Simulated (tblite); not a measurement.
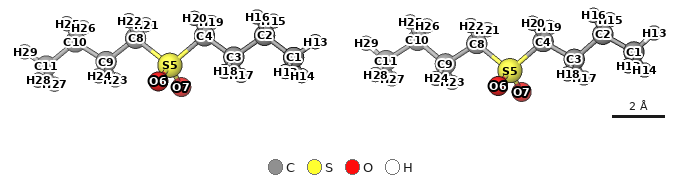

Two geometries of C₈H₁₈O₂S, drawn at one scale. One is the start of a relaxation, the other its converged end. A ball-and-stick model, seen at a tilt.

Method: tblite, GFN2-xTB geometry optimisation, gas phase. 

Which one is relaxed?

The left one is the relaxed one. Over 61 geometry steps the energy falls by 14.1 kJ/mol. H13 moves most after the best rigid fit: 0.35 Å. Largest moves by element: H 0.35 Å, C 0.23 Å, S 0.21 Å, O 0.19 Å. Near-neighbour distances that change, for instance: C4–S5 1.775 → 1.826 Å, S5–C8 1.788 → 1.826 Å, C2–H16 1.116 → 1.092 Å, C1–H13 1.110 → 1.087 Å. Bond angles that change, for instance: S5–C8–C9 111.9° → 107.4°, O6–S5–O7 120.4° → 117.3°, H19–C4–H20 107.8° → 110.8°. Cost: 0.53 s on 2 threads of Intel(R) Xeon(R) 6975P-C, with other jobs on the host.
